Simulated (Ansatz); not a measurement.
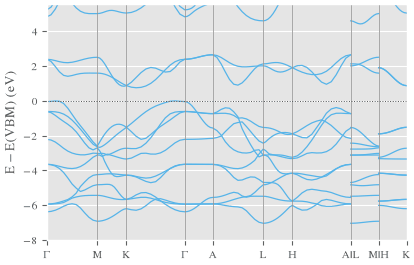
Figure: Band structure from DFT-r²SCAN in the program Ansatz with PAW potentials

The gap is 0.55 eV; an edge lies off the plotted path or next to a special point (maximum off the standard path, minimum off the standard path).

The material is PtSe$_{2}$ (CdI2 type, space group No. 164).

Space group P-3m1 (CdI2 type). Symmetry was held in the r²SCAN relaxation. The run is not spin-polarised. A crystal of weakly bound layers computed without a dispersion correction: the cell and the soft elastic constants depend strongly on that. Scalar-relativistic: spin–orbit coupling is off unless named, which matters more the heavier the elements.

Potentials: the later of the program's two PAW sets.
